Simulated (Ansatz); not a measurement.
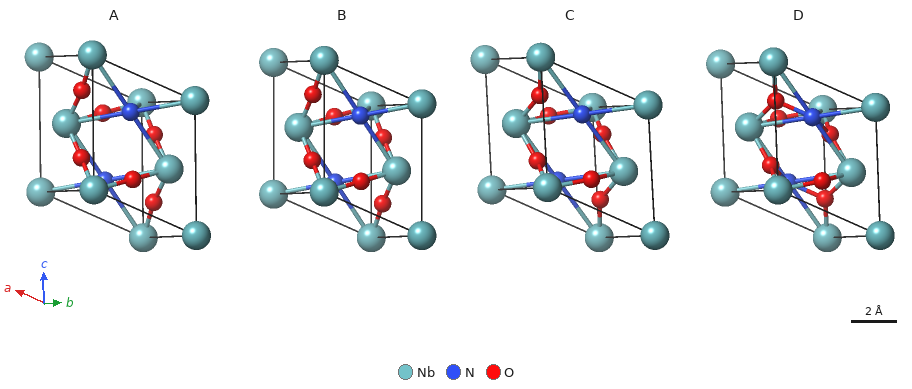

4 geometries from one relaxation of crystalline NbNO₃ (a generated structure, set up in R-3c), in shuffled order. A ball-and-stick model of the cell of the calculation, seen from a free direction.

The start is a swapped structure.

The calculation used Ansatz 0.2.0, DFT, PAW plane waves, PBE. Set-up: plane-wave cutoff 420 eV; k-point mesh 5 × 5 × 5; occupations cold; smearing width 0.0258 eV; no spin polarisation; cell and atoms relaxed; force threshold 0.03 eV/Å; at most 80 steps.

Order the frames from highest to lowest energy.

B, A, C, D. They are steps 0, 1, 3, 13, at +603 meV per atom, +432 meV per atom, +166 meV per atom relative to the last. The largest moves relative to the cell, 0.63 Å, are those of O atoms. N and Nb stay in place. Cell: a = b 4.779 → 4.998 Å (+4.6 %), c 5.869 → 5.712 Å (−2.7 %), β 66.0° → 64.1°. Volume +4.1 %. Near-neighbour distances that change, for instance: N–O 2.323 → 1.795 Å, Nb–O 1.893 → 2.024 Å, N–Nb 3.048 → 3.138 Å. Among the angles between lasting bonds that change: Nb–O–Nb 175.9° → 139.3°, O–Nb–O 101.6° → 93.2°, O–Nb–O 78.4° → 86.8°. The space group stays R-3c (No. 167). Over 10 accepted moves (13 points after the start) the energy falls by 603 meV per atom. Largest force component: 0.65 eV/Å at the start, 0.00022 eV/Å at the end. Pressure: 36.28 GPa at the start and 0.00 GPa at the end. At 3 points the geometry stayed and the basis and grid were re-selected for the new cell (energy shift of 4.2 meV per atom at most each time). The run took roughly 2.7 core-minutes on a shared host.
